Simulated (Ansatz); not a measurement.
# AlFH₆NOSi···H₂O (doublet): what the fields show

Input file:

```
crystal:
  periodic: [false, false, false]
  atoms:
    - {symbol: Al, position_ang: [-1.385249, 0.755253, -0.370414]}
    - {symbol: O, position_ang: [-0.337980, -0.674960, 0.283350]}
    - {symbol: Si, position_ang: [-0.341273, -2.267312, -0.231171]}
    - {symbol: F, position_ang: [-1.521680, 0.320872, -1.985128]}
    - {symbol: H, position_ang: [0.998689, 1.403669, 0.580288]}
    - {symbol: N, position_ang: [-0.095093, 2.122264, -0.150882]}
    - {symbol: H, position_ang: [0.590473, -0.238558, 0.702873]}
    - {symbol: O, position_ang: [1.574111, 0.592265, 0.997331]}
    - {symbol: H, position_ang: [0.229030, -3.087611, 0.865892]}
    - {symbol: H, position_ang: [-1.748169, -2.644353, -0.489284]}
    - {symbol: H, position_ang: [0.483053, -2.422821, -1.451458]}
    - {symbol: H, position_ang: [-0.424915, 2.936921, 0.353105]}
    - {symbol: H, position_ang: [0.264227, 2.459909, -1.039685]}
    - {symbol: H, position_ang: [1.714973, 0.744563, 1.935083]}
basis:
  gaussian: {orbitals: def2-TZVPP}
magnetization: {spin_polarized: true, initial_magnetization: 1}
hamiltonian: {xc: pbe0, dispersion: d4}
output: {orbitals: {seedname: orbitals}}
```

Run with:

```sh
ansatz run in.yaml --threads 4 --pin off --events-out ev --progress --plain --max-ram 66560MiB --backend cuda --devices 0, --max-vram 37GiB
```

A transition-state structure; geometry: PBE0-D4/def2-TZVP.

These are results of Ansatz, UKS PBE0-D4/def2-TZVPP, not measurements.

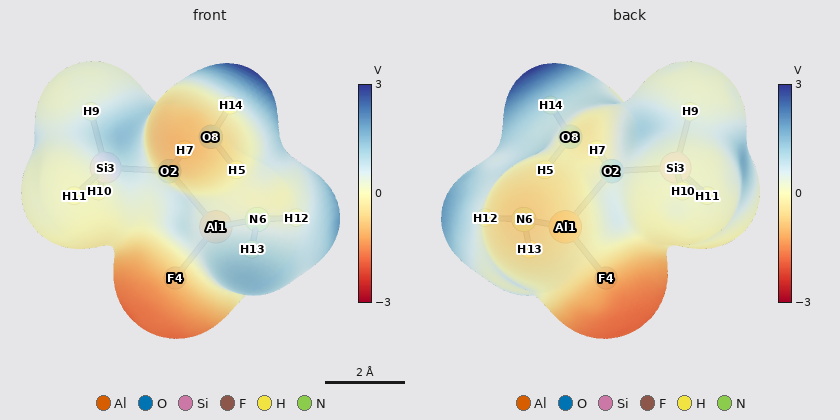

Figure 1. The molecular electrostatic potential painted on the density surface at 0.002 e/bohr³, seen from the front and from behind; red is negative and blue positive.

Q: Describe the electrostatic potential map.

A: The most negative region (about −1.8 V) lies over F4, the most positive (about +2.8 V) over H14.

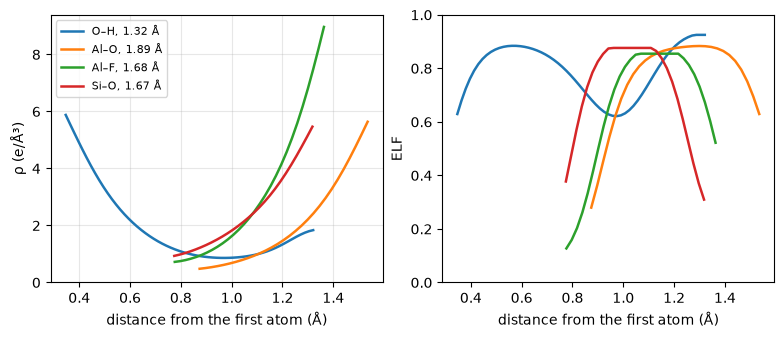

Figure 2. Electron density and electron localisation function along straight lines between neighbouring atoms. The curves leave out the atomic cores.

Q: Compare the contacts.

A: O8···H7 (1.32 Å): the density falls to about 0.86 e/Å³ on the way; the ELF peaks at about 0.90 between the atoms.
Al–O (1.89 Å): ρ at the midpoint is about 0.57 e/Å³; the ELF peaks at about 0.90 in the valence shell of O, 0.6 Å from its nucleus, and is about 0.55 at the midpoint.
Al–F (1.68 Å): ρ at the midpoint is about 0.83 e/Å³; the ELF peaks at about 0.85 in the valence shell of F, 0.6 Å from its nucleus, and is about 0.25 at the midpoint.
Si–O (1.67 Å): ρ at the midpoint is about 1.1 e/Å³; the ELF peaks at about 0.90 between the atoms: a shared but strongly polarised pair.

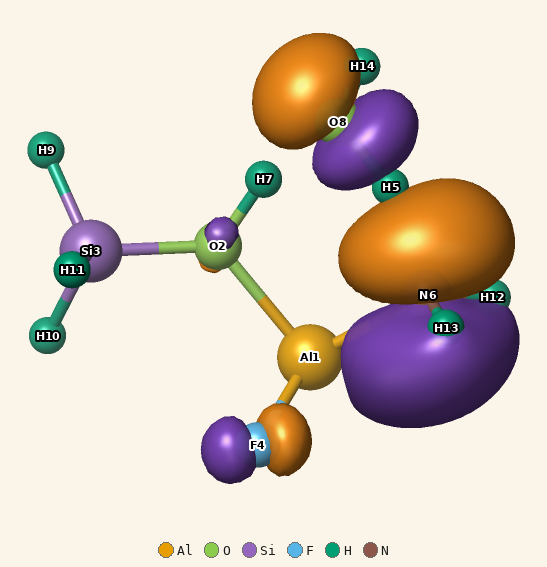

Figure 3. The HOMO−1 (α) at ±0.1 Å⁻³ᐟ² (orange and purple are the two phases), seen at a tilt.

Q: Describe this orbital and give its energy.

A: It lies mainly on N6 (about 55 %) and O8 (about 20 %); largely a combination of lone pairs on N6 and O8. Its energy is −8.36 eV.
